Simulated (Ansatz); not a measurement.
# GaH₅N₂O: one species, many methods, part 2 of 2

Ansatz 0.2.0, Gaussian basis; functionals in def2-TZVPP, the program's frozen cores in correlated methods. The steps go on from the part before.

### 14 CAM-B3LYP-D4 (range-separated)

The input, in.yaml:

```yaml
crystal:
  periodic: [false, false, false]
  atoms:
    - {symbol: N, position_ang: [0.039745, 1.555321, -0.880885]}
    - {symbol: Ga, position_ang: [0.239400, 0.005564, 0.039909]}
    - {symbol: N, position_ang: [-1.139454, -1.113283, 0.441867]}
    - {symbol: O, position_ang: [1.911729, -0.372254, 0.548953]}
    - {symbol: H, position_ang: [0.781798, 2.235273, -0.855350]}
    - {symbol: H, position_ang: [-0.857858, 2.003099, -0.957039]}
    - {symbol: H, position_ang: [-0.965004, -2.069477, 0.703013]}
    - {symbol: H, position_ang: [-2.017480, -1.034175, -0.044237]}
    - {symbol: H, position_ang: [2.007124, -1.210078, 1.003768]}
basis:
  gaussian: {orbitals: def2-TZVPP}
hamiltonian: {xc: {name: CAM-B3LYP}, dispersion: d4}
output: {orbitals: {seedname: orbitals}}
```

Run with:

```console
$ ansatz run in.yaml --threads 4 --pin off --events-out ev --progress --plain --max-ram 10444MiB
```

Log, shortened:

```text
Functional definition: CAM-B3LYP
  name "CAM-B3LYP"
  cite "Yanai, Tew & Handy, Chem. Phys. Lett. 393, 51 (2004) doi:10.1016/j.cplett.2004.06.011"
  cite "Iikura, Tsuneda, Yanai & Hirao, J. Chem. Phys. 115, 3540 (2001) doi:10.1063/1.1383587"
  cite "Becke, Phys. Rev. A 38, 3098 (1988) doi:10.1103/PhysRevA.38.3098"
  cite "Lee, Yang & Parr, Phys. Rev. B 37, 785 (1988) doi:10.1103/PhysRevB.37.785"
  cite "Vosko, Wilk & Nusair, Can. J. Phys. 58, 1200 (1980) doi:10.1139/p80-159"
[...]
  # Exact exchange under (alpha + beta erf(omega r))/r, Becke's under what is left of 1/r.
[...]
1159 factors; their error is unknown
296 factors; integrals over basis functions are off by at most 6.6e-6 eV
[...]
mean field -57492.29228235 eV, -2112.8027717011 hartree, gradient 2.1e-5 eV, S^2 0.000000; 0 other end points of the search recorded, 0 dependent functions left out
reference -57492.29239987 eV, -2112.8027760200 hartree; 29, 29 occupied and 182, 182 virtual orbitals, 1159 factors
Total energy: -57492.42503933 eV, -2112.8076504302 hartree
```

Run time: 2.3 s. Hardware: 4 threads of Arm Neoverse V2, shared host; peak memory 0.52 GiB.

Atomisation energy: 3019.0 kJ/mol (free atoms -57461.135 eV, run apart). HOMO -8.53 eV, LUMO 0.69 eV.

### 15 LC-ωPBE (range-separated)

Edit in.yaml of step 14 so:

```diff
@@ -14,3 +14,3 @@
   gaussian: {orbitals: def2-TZVPP}
-hamiltonian: {xc: {name: CAM-B3LYP}, dispersion: d4}
+hamiltonian: {xc: {name: LC-wPBE}}
 output: {orbitals: {seedname: orbitals}}
```

Launched as before.

Log, shortened:

```text
Functional definition: LC-wPBE
  name "LC-wPBE"
  cite "Vydrov & Scuseria, J. Chem. Phys. 125, 234109 (2006) doi:10.1063/1.2409292"
  cite "Heyd & Scuseria, J. Chem. Phys. 120, 7274 (2004) doi:10.1063/1.1668634"
  cite "Ernzerhof & Perdew, J. Chem. Phys. 109, 3313 (1998) doi:10.1063/1.476928"
  cite "Perdew, Burke & Ernzerhof, Phys. Rev. Lett. 77, 3865 (1996) doi:10.1103/PhysRevLett.77.3865"
  parent pbe
[...]
1124 factors; their error is unknown
350 factors; integrals over basis functions are off by at most 1.7e-5 eV
[...]
mean field -57481.28092836 eV, -2112.3981119058 hartree, gradient 5.9e-5 eV, S^2 0.000000; 0 other end points of the search recorded, 0 dependent functions left out
reference -57481.28092837 eV, -2112.3981119061 hartree; 29, 29 occupied and 182, 182 virtual orbitals, 1124 factors
Total energy: -57481.28092837 eV, -2112.3981119061 hartree
```

Wall time 1.8 s (4 threads of Arm Neoverse V2, shared host); peak memory 0.33 GiB.

Atomisation energy: 2997.6 kJ/mol (free atoms -57450.213 eV, run apart). HOMO -9.97 eV, LUMO 2.07 eV.

### 16 ωB97X-V (range-separated)

Edit in.yaml of step 15 so:

```diff
@@ -14,3 +14,3 @@
   gaussian: {orbitals: def2-TZVPP}
-hamiltonian: {xc: {name: LC-wPBE}}
+hamiltonian: {xc: {name: wB97X-V}}
 output: {orbitals: {seedname: orbitals}}
```

Same command.

Log, shortened:

```text
Functional definition: wB97X-V
  name "wB97X-V"
  cite "Mardirossian & Head-Gordon, Phys. Chem. Chem. Phys. 16, 9904 (2014) doi:10.1039/C3CP54374A"
  cite "Becke, J. Chem. Phys. 107, 8554 (1997) doi:10.1063/1.475007"
  cite "Vydrov & Van Voorhis, J. Chem. Phys. 133, 244103 (2010) doi:10.1063/1.3521275"
[...]
      + integral(e_c_pw_opposite_spin*poly(b97_u_opposite, cos0, cos1)) + vv10(b, c)
1159 factors; their error is unknown
272 factors; integrals over basis functions are off by at most 5.0e-6 eV
[...]
mean field -57484.43638036 eV, -2112.5140726277 hartree, gradient 3.8e-5 eV, S^2 0.000000; 0 other end points of the search recorded, 0 dependent functions left out
reference -57484.43637843 eV, -2112.5140725570 hartree; 29, 29 occupied and 182, 182 virtual orbitals, 1159 factors
Total energy: -57484.43637843 eV, -2112.5140725570 hartree
```

Wall time 5.5 s (4 threads of Arm Neoverse V2, shared host); peak memory 0.57 GiB.

Atomisation energy: 3015.8 kJ/mol (free atoms -57453.179 eV, run apart). HOMO -9.56 eV, LUMO 1.82 eV.

### 17 ωB97M-V (range-separated)

Edit in.yaml of step 16 so:

```diff
@@ -14,3 +14,3 @@
   gaussian: {orbitals: def2-TZVPP}
-hamiltonian: {xc: {name: wB97X-V}}
-output: {orbitals: {seedname: orbitals}}
+hamiltonian: {xc: {name: wB97M-V}}
+output: {forces: true, orbitals: {seedname: orbitals}}
```

Same command.

Log, shortened:

```text
Functional definition: wB97M-V
  name "wB97M-V"
  cite "Mardirossian & Head-Gordon, J. Chem. Phys. 144, 214110 (2016) doi:10.1063/1.4952647"
  cite "Becke, J. Chem. Phys. 107, 8554 (1997) doi:10.1063/1.475007"
  cite "Vydrov & Van Voorhis, J. Chem. Phys. 133, 244103 (2010) doi:10.1063/1.3521275"
  # Of w^i u^j: cxij and so on, Table III.
[...]
  gx(w, u) = 1 - cx + cx01*u + cx10*w
  gss(w, u) = css00 + css04*u^4 + css10*w + css20*w^2 + css43*w^4*u^3
  gos(w, u) = cos00 + cos10*w + (cos20 + cos21*u)*w^2 + (cos60 + cos61*u)*w^6
[...]
      + integral(e_c_pw_mod_opposite_spin*gos(b97_w_opposite, b97_u_opposite)) + vv10(b, c)
1159 factors; their error is unknown
272 factors; integrals over basis functions are off by at most 5.0e-6 eV
[...]
Total energy: -57486.27256271 eV, -2112.5815510845 hartree
Atom 0 at     0.039745     1.555321    -0.880885 Å, force    -0.001579     0.055515     0.008781 eV/Å
Atom 1 at     0.239400     0.005564     0.039909 Å, force    -0.035725     0.016042    -0.012833 eV/Å
Atom 2 at    -1.139454    -1.113283     0.441867 Å, force    -0.023242    -0.040940    -0.021725 eV/Å
Atom 3 at     1.911729    -0.372254     0.548953 Å, force     0.046089    -0.075044     0.045505 eV/Å
Atom 4 at     0.781798     2.235273    -0.855350 Å, force    -0.039804    -0.001503    -0.019380 eV/Å
Atom 5 at    -0.857858     2.003099    -0.957039 Å, force     0.037786     0.007116    -0.013547 eV/Å
Atom 6 at    -0.965004    -2.069477     0.703013 Å, force    -0.032367     0.024695    -0.004575 eV/Å
Atom 7 at    -2.017480    -1.034175    -0.044237 Å, force     0.017595    -0.024174     0.031027 eV/Å
Atom 8 at     2.007124    -1.210078     1.003768 Å, force     0.031249     0.038293    -0.013253 eV/Å
Dipole moment:    -0.345628    -0.158772     0.021960 e Å
```

It took 7.5 s on 4 threads of Arm Neoverse V2, shared host; peak memory 0.67 GiB.

Atomisation energy: 3003.9 kJ/mol (free atoms -57455.140 eV, run apart). HOMO -9.47 eV, LUMO 1.46 eV.

### 18 B2PLYP (double hybrid)

Edit in.yaml of step 17 so:

```diff
@@ -14,3 +14,2 @@
   gaussian: {orbitals: def2-TZVPP}
-hamiltonian: {xc: {name: wB97M-V}}
-output: {forces: true, orbitals: {seedname: orbitals}}
+hamiltonian: {xc: {name: B2PLYP}}
```

Same command.

Log, shortened:

```text
Functional definition: B2PLYP
  name "B2PLYP"
  cite "Grimme, J. Chem. Phys. 124, 034108 (2006) doi:10.1063/1.2148954"
  cite "Becke, Phys. Rev. A 38, 3098 (1988) doi:10.1103/PhysRevA.38.3098"
  cite "Lee, Yang & Parr, Phys. Rev. B 37, 785 (1988) doi:10.1103/PhysRevB.37.785"
[...]
1290 factors; integrals over basis functions are off by at most 1.4e-3 eV
[...]
mean field -57469.37744937 eV, -2111.9606671211 hartree, gradient 6.2e-6 eV, S^2 0.000000; 0 other end points of the search recorded, 0 dependent functions left out
12 core orbitals not correlated: weight in the atoms' cores, before any rotation towards them, 1.000 or more for the frozen orbitals, at most 0.000 for the correlated occupied ones
reference -57469.37760310 eV, -2111.9606727708 hartree; 17, 17 occupied and 182, 182 virtual orbitals, 1290 factors
second order -29.91039799 eV of doubles, -0.00000000 eV of singles
Total energy: -57477.45341056 eV, -2112.2574532209 hartree
```

Run time: 3.4 s. Hardware: 4 threads of Arm Neoverse V2, shared host; peak memory 0.48 GiB.

Atomisation energy: 2971.0 kJ/mol (free atoms -57446.661 eV, run apart).

### 19 PBE-QIDH (double hybrid)

Edit in.yaml of step 18 so:

```diff
@@ -14,2 +14,2 @@
   gaussian: {orbitals: def2-TZVPP}
-hamiltonian: {xc: {name: B2PLYP}}
+hamiltonian: {xc: {name: PBE-QIDH}}
```

Launched as before.

Log, shortened:

```text
Functional definition: PBE-QIDH
  name "PBE-QIDH"
  cite "Brémond, Sancho-García, Pérez-Jiménez & Adamo, J. Chem. Phys. 141, 031101 (2014) doi:10.1063/1.4890314"
  cite "Perdew, Burke & Ernzerhof, Phys. Rev. Lett. 77, 3865 (1996) doi:10.1103/PhysRevLett.77.3865"
[...]
1290 factors; integrals over basis functions are off by at most 1.4e-3 eV
[...]
mean field -57459.43859586 eV, -2111.5954209916 hartree, gradient 1.0e-6 eV, S^2 0.000000; 0 other end points of the search recorded, 0 dependent functions left out
12 core orbitals not correlated: weight in the atoms' cores, before any rotation towards them, 1.000 or more for the frozen orbitals, at most 0.000 for the correlated occupied ones
reference -57459.43860789 eV, -2111.5954214336 hartree; 17, 17 occupied and 182, 182 virtual orbitals, 1290 factors
second order -27.65894867 eV of doubles, -0.00000000 eV of singles
Total energy: -57468.65825745 eV, -2111.9342373055 hartree
```

Wall time 3.7 s (4 threads of Arm Neoverse V2, shared host); peak memory 0.48 GiB.

Atomisation energy: 2954.7 kJ/mol (free atoms -57438.035 eV, run apart).

### 20 Frontier levels by functional

Dipoles come from the runs that computed forces. Levels, from each run's orbital file:

```tsv
functional	HOMO (eV)	LUMO (eV)	gap (eV)	dipole (D)
LDA (SPW92)	-5.81	-1.19	4.62	
PBE-D4	-5.62	-1.00	4.62	1.75
revPBE-D4	-5.56	-0.90	4.66	
BLYP-D4	-5.51	-1.03	4.48	
r2SCAN-D4	-5.94	-0.53	5.40	1.80
B97M-V	-5.98	-0.88	5.10	
PBE0-D4	-7.08	-0.12	6.96	
B3LYP-D4	-6.83	-0.49	6.34	1.83
r2SCANh-D4	-6.48	-0.24	6.24	
r2SCAN0-D4	-7.30	0.18	7.48	
HSE06-D4	-6.67	-0.49	6.18	
BHLYP-D4	-8.44	0.56	9.00	
CAM-B3LYP-D4	-8.53	0.69	9.23	
LC-ωPBE	-9.97	2.07	12.04	
ωB97X-V	-9.56	1.82	11.38	
ωB97M-V	-9.47	1.46	10.93	1.83
```

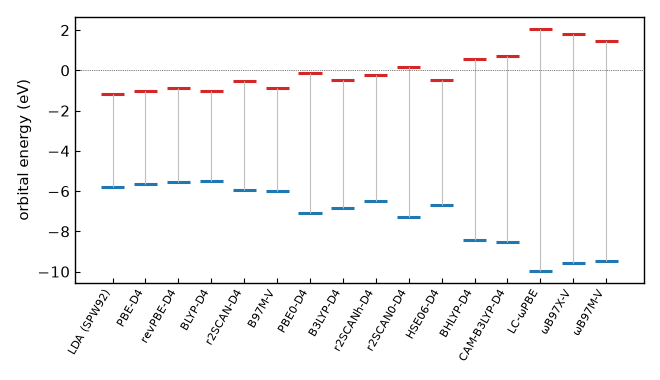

Highest occupied (blue) and lowest empty (red) level by functional.

### 21 CCSD(T) in def2-SVP

Edit in.yaml of step 19 so:

```diff
@@ -13,3 +13,3 @@
 basis:
-  gaussian: {orbitals: def2-TZVPP}
-hamiltonian: {xc: {name: PBE-QIDH}}
+  gaussian: {orbitals: def2-SVP}
+correlation: {method: ccsd_t}
```

Launched as before.

Log, shortened:

```text
Functional definition: HF
  name "HF"
  cite "Fock, Z. Phys. 61, 126 (1930) doi:10.1007/BF01340294"
  parent pbe
[...]
996 factors; integrals over basis functions are off by at most 1.4e-3 eV
[...]
mean field -57405.06679839 eV, -2109.5972942891 hartree, gradient 1.7e-6 eV, S^2 0.000000; 0 other end points of the search recorded, 0 dependent functions left out
12 core orbitals not correlated: weight in the atoms' cores, before any rotation towards them, 1.000 or more for the frozen orbitals, at most 0.000 for the correlated occupied ones
reference -57405.06679839 eV, -2109.5972942891 hartree; 17, 17 occupied and 70, 70 virtual orbitals, 996 factors
second order -20.37365014 eV of doubles, -0.00000000 eV of singles
cycle   1  -20.09074139 eV  change    2.8e-1 eV  update   1.1e-1
[...]
cycle   9  -20.74666651 eV  change    3.0e-6 eV  update   2.7e-5
perturbative correction -0.55495165 eV, -0.0203940970 hartree
Total energy: -57426.36841655 eV, -2110.3801143176 hartree
```

It took 4.1 s on 4 threads of Arm Neoverse V2, shared host; peak memory 0.43 GiB.

### 22 CCSD(T) in def2-TZVPP

Edit in.yaml of step 21 so:

```diff
@@ -13,3 +13,4 @@
 basis:
-  gaussian: {orbitals: def2-SVP}
+  gaussian: {orbitals: def2-TZVPP}
 correlation: {method: ccsd_t}
+output: {orbitals: {seedname: orbitals}}
```

The command is unchanged.

Log, shortened:

```text
Functional definition: HF
  name "HF"
  cite "Fock, Z. Phys. 61, 126 (1930) doi:10.1007/BF01340294"
  parent pbe
[...]
1290 factors; integrals over basis functions are off by at most 1.4e-3 eV
[...]
mean field -57418.32463513 eV, -2110.0845108026 hartree, gradient 1.9e-6 eV, S^2 0.000000; 0 other end points of the search recorded, 0 dependent functions left out
12 core orbitals not correlated: weight in the atoms' cores, before any rotation towards them, 1.000 or more for the frozen orbitals, at most 0.000 for the correlated occupied ones
reference -57418.32463513 eV, -2110.0845108026 hartree; 17, 17 occupied and 182, 182 virtual orbitals, 1290 factors
second order -24.63536072 eV of doubles, -0.00000000 eV of singles
cycle   1  -24.11751333 eV  change    5.2e-1 eV  update   1.1e-1
[...]
cycle   9  -24.85495731 eV  change   -1.4e-5 eV  update   3.3e-5
perturbative correction -0.95843179 eV, -0.0352217185 hartree
Total energy: -57444.13802422 eV, -2111.0331353547 hartree
```

It took 84 s on 4 threads of Arm Neoverse V2, shared host; peak memory 3.1 GiB.

### 23 MP2 in def2-QZVPP

Edit in.yaml of step 22 so:

```diff
@@ -13,4 +13,3 @@
 basis:
-  gaussian: {orbitals: def2-TZVPP}
-correlation: {method: ccsd_t}
-output: {orbitals: {seedname: orbitals}}
+  gaussian: {orbitals: "def2-QZVPP.json"}
+correlation: {method: mp2}
```

Launched as before.

Log:

```text
Functional definition: HF
  name "HF"
  cite "Fock, Z. Phys. 61, 126 (1930) doi:10.1007/BF01340294"
  parent pbe
  exchange = exact_x
  correlation = 0
2537 factors; integrals over basis functions are off by at most 8.2e-4 eV
mean field evaluation 1: about -57413.0277 eV, gradient 6.0e1 eV
mean field evaluation 2: about -57413.1057 eV, gradient 6.1e1 eV
mean field evaluation 4: about -57419.6433 eV, gradient 4.5e0 eV
mean field evaluation 8: about -57419.6968 eV, gradient 3.9e-1 eV
mean field -57419.69736022 eV, -2110.1349575195 hartree, gradient 2.6e-6 eV, S^2 0.000000; 0 other end points of the search recorded, 0 dependent functions left out
12 core orbitals not correlated: weight in the atoms' cores, before any rotation towards them, 1.000 or more for the frozen orbitals, at most 0.000 for the correlated occupied ones
reference -57419.69736022 eV, -2110.1349575195 hartree; 17, 17 occupied and 381, 381 virtual orbitals, 2537 factors
second order -32.77738795 eV of doubles, -0.00000000 eV of singles
Total energy: -57452.47474817 eV, -2111.3395043092 hartree
```

Run time: 14 s. Hardware: 4 threads of Arm Neoverse V2, shared host; peak memory 1.9 GiB.

Energy pieces by basis (eV):

```tsv
basis	HF	MP2 correlation	CCSD correlation	(T)	total
def2-SVP	-57405.0668	-20.3737	-20.7467	-0.5550	-57426.3684
def2-TZVPP	-57418.3246	-24.6354	-24.8550	-0.9584	-57444.1380
def2-QZVPP	-57419.6974	-32.7774			-57452.4747 (MP2)
```

The report of the def2-TZVPP run gives T1 = 0.0127.

### 24 From triple and quadruple zeta to the limit

No new run: Hartree-Fock is extrapolated as exp(−7.88√X) and correlation as X^−2.97, with X = 3 and 4; only MP2 was run in the larger set, so CCSD(T) minus MP2 is added from the smaller one.

```tsv
level	energy at the limit (eV)
HF	-57419.8864
MP2	-57458.6950
CCSD	-57458.9145
CCSD(T)	-57459.8730
```

This is no true limit for total energies: MP2 correlation changes by a factor of 1.33 from triple to quadruple zeta (about 1.07 in light molecules), because outer-core shells are correlated in sets not made for them. Much of that cancels between molecule and atoms or ions.

### 25 RPA on PBE orbitals

Edit in.yaml of step 23 so:

```diff
@@ -13,3 +13,4 @@
 basis:
-  gaussian: {orbitals: "def2-QZVPP.json"}
-correlation: {method: mp2}
+  gaussian: {orbitals: def2-TZVPP}
+hamiltonian: {xc: pbe}
+correlation: {method: rpa}
```

Launched as before.

Log, shortened:

```text
Functional definition: PBE
  name "PBE"
  cite "Perdew, Burke & Ernzerhof, Phys. Rev. Lett. 77, 3865 (1996) doi:10.1103/PhysRevLett.77.3865"
  parent pbe
[...]
1290 factors; integrals over basis functions are off by at most 1.4e-3 eV
[...]
mean field -57477.10893863 eV, -2112.2447941110 hartree, gradient 1.9e-6 eV, S^2 0.000000; 2 other end points of the search recorded, 0 dependent functions left out
12 core orbitals not correlated: weight in the atoms' cores, before any rotation towards them, 1.000 or more for the frozen orbitals, at most 0.000 for the correlated occupied ones
reference -57416.63465773 eV, -2110.0224052787 hartree; 17, 17 occupied and 182, 182 virtual orbitals, 1290 factors
Total energy: -57454.45779923 eV, -2111.4123800916 hartree
```

It took 4.3 s on 4 threads of Arm Neoverse V2, shared host; peak memory 0.46 GiB.

RPA correlation: -37.823 eV. No RPA run of the hydrogen atom was made, so RPA has no atomisation energy below.

### 26 The ladder

Atomisation energy = energies of 2 N, 1 Ga, 1 O, 5 H (separate runs, same level) minus the molecule's; electronic only, no spin-orbit term.

Differences are taken before rounding.

```tsv
method	rung	atoms, summed (eV)	atomisation energy (kJ/mol)	from CCSD(T)/CBS (kJ/mol)	time
LDA (SPW92)	LDA	-57332.890	3483.4	+456.7	0.85 s
PBE-D4	GGA	-57445.609	3054.2	+27.5	1.6 s
revPBE-D4	GGA	-57455.150	2958.4	-68.3	1.4 s
BLYP-D4	GGA	-57460.617	3006.7	-20.0	1.4 s
r2SCAN-D4	meta-GGA	-57457.112	2983.1	-43.6	3.2 s
B97M-V	meta-GGA	-57448.721	2976.6	-50.1	6 s
PBE0-D4	hybrid	-57447.686	2969.5	-57.2	1.9 s
B3LYP-D4	hybrid	-57461.634	2991.8	-34.9	2.8 s
r2SCANh-D4	hybrid	-57456.816	2954.1	-72.6	3.4 s
r2SCAN0-D4	hybrid	-57456.395	2912.4	-114.3	3.2 s
HSE06-D4	hybrid	-57447.390	2972.4	-54.3	2.1 s
BHLYP-D4	hybrid	-57457.864	2868.9	-157.8	2.1 s
CAM-B3LYP-D4	range-separated	-57461.135	3019.0	-7.7	2.3 s
LC-ωPBE	range-separated	-57450.213	2997.6	-29.1	1.8 s
ωB97X-V	range-separated	-57453.179	3015.8	-10.8	5.5 s
ωB97M-V	range-separated	-57455.140	3003.9	-22.8	7.5 s
B2PLYP	double hybrid	-57446.661	2971.0	-55.7	3.4 s
PBE-QIDH	double hybrid	-57438.035	2954.7	-72.0	3.7 s
HF/def2-TZVPP	wavefunction	-57398.165	1945.1	-1081.6	
MP2/def2-TZVPP	wavefunction	-57412.001	2987.1	-39.6	
CCSD/def2-TZVPP	wavefunction	-57413.433	2870.1	-156.6	
CCSD(T)/def2-SVP	wavefunction	-57397.832	2753.4	-273.3	4.1 s
CCSD(T)/def2-TZVPP	wavefunction	-57413.836	2923.7	-103.0	84 s
MP2/CBS	wavefunction	-57426.669	3090.0	+63.3	
CCSD(T)/CBS	wavefunction	-57428.503	3026.7	0	97 s
```

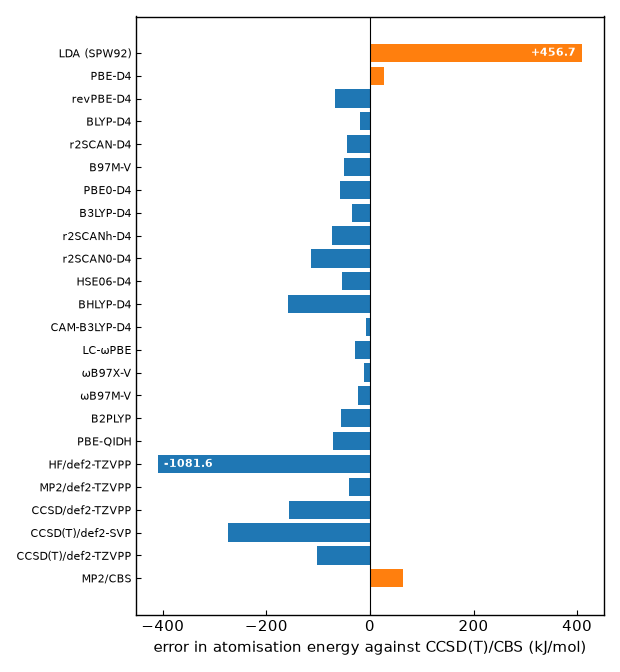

How far each level lands from CCSD(T)/CBS. Bars with a number in them are cut short.

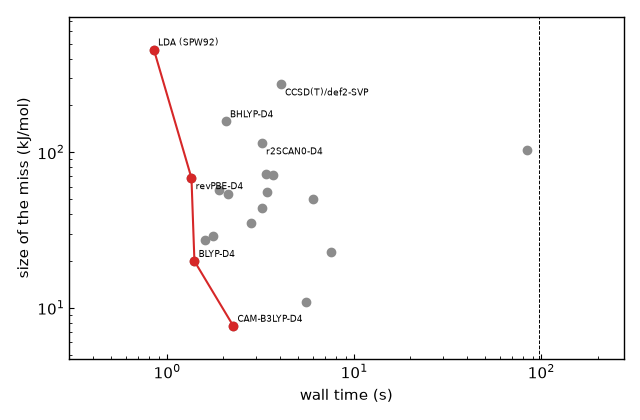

Miss against cost. Red marks the levels that no quicker level drawn beats (of those quicker than the yardstick), and the dashed line is the time of CCSD(T)/CBS. Only those levels and the largest misses are named. Times are from a shared host.

LDA (SPW92), LC-ωPBE, B2PLYP, PBE-QIDH carry no dispersion term (for B3LYP, D4 adds 24.0 kJ/mol).

Times are those of the molecule's run; HF, MP2 and CCSD come out of the CCSD(T) runs, and the limit's time is the sum of the runs that it needs.

### 27 Outcome

The summary covers parts 1 to 2.

```
                               quantity                                                     value
        atomisation energy, CCSD(T)/CBS                                             3026.7 kJ/mol
 functionals within 30.3 kJ/mol (1.0 %)  PBE-D4, BLYP-D4, CAM-B3LYP-D4, LC-ωPBE, ωB97X-V, ωB97M-V
                    farthest beyond LDA                                  BHLYP-D4 (-157.8 kJ/mol)
                mean size of error, GGA                                               38.6 kJ/mol
           mean size of error, meta-GGA                                               46.8 kJ/mol
             mean size of error, hybrid                                               81.9 kJ/mol
    mean size of error, range-separated                                               17.6 kJ/mol
      mean size of error, double hybrid                                               63.8 kJ/mol
              gap, smallest and largest                     4.48 eV (BLYP-D4), 12.04 eV (LC-ωPBE)
                          T1 diagnostic                                                    0.0127
triples share of the correlation energy                                                     3.7 %
```

The LDA atomisation energy is off by 456.7 kJ/mol (15 %): it overbinds. PBE-D4 misses by +27.5 kJ/mol. Double hybrids carry the basis error of their MP2 part in triple zeta, and no dispersion term here, so their miss is partly the set-up's. By mean error the best rung here is range-separated (17.6 kJ/mol) and the worst beyond LDA is hybrid (81.9 kJ/mol). The mean of the hybrids holds BHLYP, with half exact exchange. The reference freezes the cores and leaves out relativity and excitations past (T), and its outer-core shells are covered unevenly, so misses under about 30.3 kJ/mol can't be ranked. Hartree-Fock recovers 64 % of the binding; the rest is correlation. CCSD(T) in def2-SVP is off by -273.3 kJ/mol, more than most functionals: a good method in a small basis is no reference. The gap grows from 4.5 to 12.0 eV across the functionals, mostly with the share of exact exchange. Correlated methods include outer-core shells of Ga, which these sets cover unevenly.

CAM-B3LYP-D4 reaches 7.7 kJ/mol from the reference in 2.3 s, where CCSD(T)/CBS took 97 s; the quickest level in the cost chart, LDA (SPW92), takes 0.85 s and misses by 456.7 kJ/mol.
